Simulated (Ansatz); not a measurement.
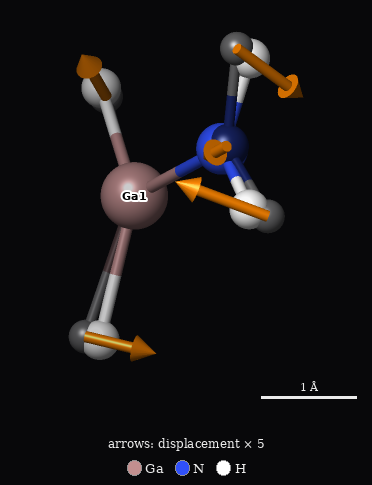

A relaxation of GaNH4. The starting structure is drawn faded, the final one solid; orange arrows show the displacements, 5 times their true length. The two geometries are superimposed by the best rigid fit.

A ball-and-stick model, seen from a free direction.

The run prepares the start of a later molecular dynamics calculation, from a guessed geometry.

Theory: RKS B3LYP/def2-SVP in Ansatz 0.2.0. (no spin polarisation; force threshold 0.02 eV/Å; at most 40 steps)

> Atoms of which element are displaced furthest, and by how much?

Hydrogen: up to 0.21 Å, against 0.10 Å for nitrogen.

> What happened in the run?

After 5 geometry steps the energy has fallen by 30.8 kJ/mol. The largest force component goes from 1.8 to 0.004 eV/Å. The largest moves after the best rigid fit, 0.21 Å, are those of H atoms. Largest moves by element: H 0.21 Å, N 0.10 Å, Ga 0.01 Å. Near-neighbour distances that change, for instance: Ga–N 1.930 → 1.820 Å, H–N 1.060 → 1.015 Å, Ga–H 1.570 → 1.566 Å. Bond angles that change, for instance: H–N–H 120.0° → 111.4°, H–Ga–H 120.0° → 126.8°, Ga–N–H 120.0° → 124.3°.
